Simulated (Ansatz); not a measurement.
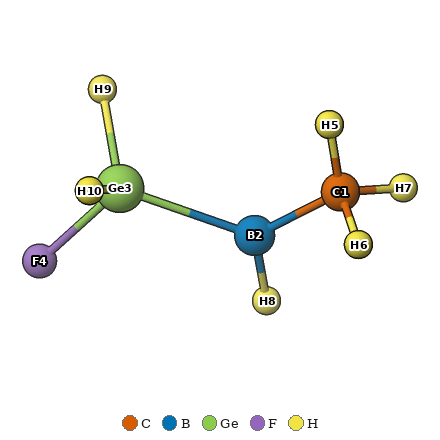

The system is CH₆BFGe, SMILES C[BH][GeH2][F]; the picture shows the reference structure. First axis: angle C1–B2–Ge3. Second axis: dihedral C1–B2–Ge3–F4. Nothing is relaxed (all other coordinates rigid). The grid has 9 × 10 points. Points are written as (first, second). Energies: kJ/mol, counted from the relaxed molecule at the same level. Energies and slopes of some neighbouring points disagree (a jump in structure or state, or too coarse a mesh). All numbers below come from RKS CAM-B3LYP-D4/def2-SVP (Ansatz).

Its coordinates:

| atom | x (Å) | y (Å) | z (Å) |
| --- | --- | --- | --- |
| C | -1.3390 | 0.7471 | -0.4388 |
| B | -0.4421 | -0.5100 | -0.2681 |
| Ge | 1.4250 | -0.4112 | 0.5940 |
| F | 2.2301 | -1.9594 | 0.4588 |
| H | -1.0531 | 1.6463 | 0.1247 |
| H | -1.2505 | 0.9945 | -1.5177 |
| H | -2.4082 | 0.5319 | -0.2859 |
| H | -0.8286 | -1.5735 | -0.6872 |
| H | 1.3749 | -0.1134 | 2.1055 |
| H | 2.3746 | 0.5965 | -0.0822 |

Range: angle C1–B2–Ge3 from 77.0 to 167.0°; dihedral C1–B2–Ge3–F4 from −180 to 144°.

> What landscape does the calculation give?

The lowest grid point is at (122.0°, 0°), −4.0 kJ/mol from the relaxed molecule at the same level. Other grid points that lie below all their neighbours: (122.0°, −180°) (4.0 kJ/mol higher). The highest grid point, (77.0°, 0°), lies 322 kJ/mol above the lowest.

| dihedral C1–B2–Ge3–F4 ↓, angle C1–B2–Ge3 → | 77.0 | 88.3 | 99.5 | 110.8 | 122.0 | 133.3 | 144.5 | 155.8 | 167.0 |
| --- | --- | --- | --- | --- | --- | --- | --- | --- | --- |
| 144 | 270 | 122 | 50 | 14 | 3 | 12 | 42 | 95 | 172 |
| 108 | 301 | 136 | 58 | 20 | 7 | 16 | 46 | 99 | 177 |
| 72 | 237 | 117 | 53 | 18 | 7 | 16 | 46 | 99 | 177 |
| 36 | 253 | 111 | 43 | 10 | 0 | 9 | 39 | 91 | 168 |
| 0 | 319 | 121 | 40 | 6 | −4 | 6 | 35 | 86 | 162 |
| −36 | 241 | 113 | 47 | 13 | 2 | 10 | 40 | 92 | 169 |
| −72 | 254 | 124 | 56 | 20 | 7 | 16 | 46 | 99 | 177 |
| −108 | 301 | 136 | 57 | 19 | 6 | 15 | 45 | 97 | 175 |
| −144 | 238 | 111 | 46 | 12 | 2 | 11 | 41 | 93 | 170 |
| −180 | 203 | 98 | 41 | 10 | 0 | 10 | 40 | 92 | 169 |

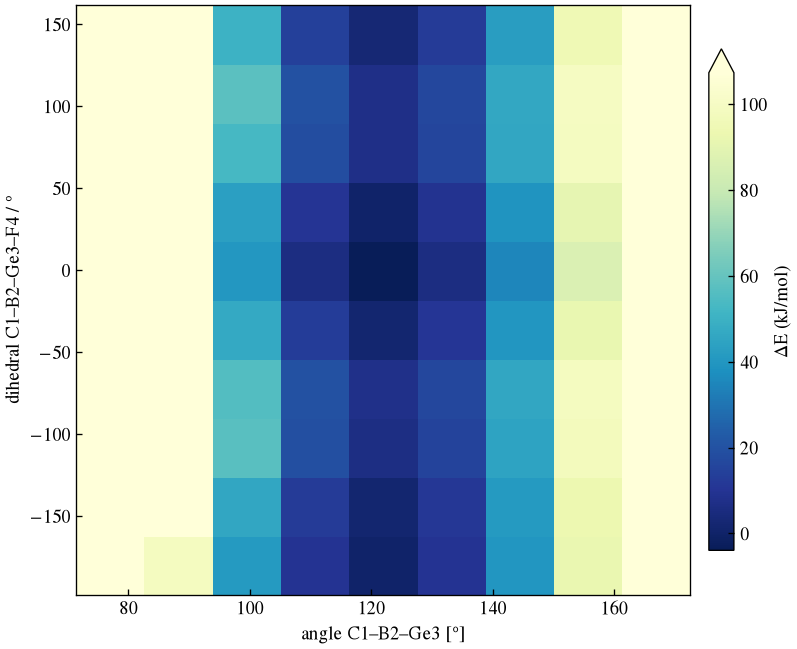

Drawn: one coloured cell a grid point, one colour for all values above the top of the scale.

Time for the 90 points that were run: 10 min on 1 thread of Arm Neoverse V2, with other jobs on the host.
